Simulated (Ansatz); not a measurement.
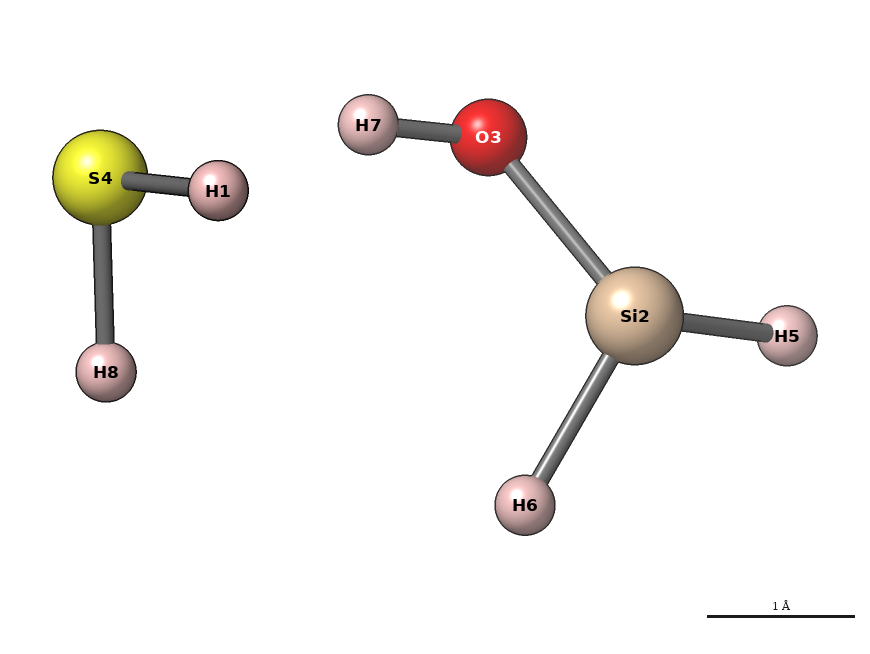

Charge 0, doublet. The geometry was computed by an optimisation with PBE0-D4/def2-TZVP.

Which hydrogen bonds does the structure hold? Count O, N, F, S and Cl donors.

| D–H···A | D–H (Å) | H···A (Å) | angle (°) | kind |
| --- | --- | --- | --- | --- |
| O3–H7···S4 | 0.97 | 2.41 | 164 | intermolecular |
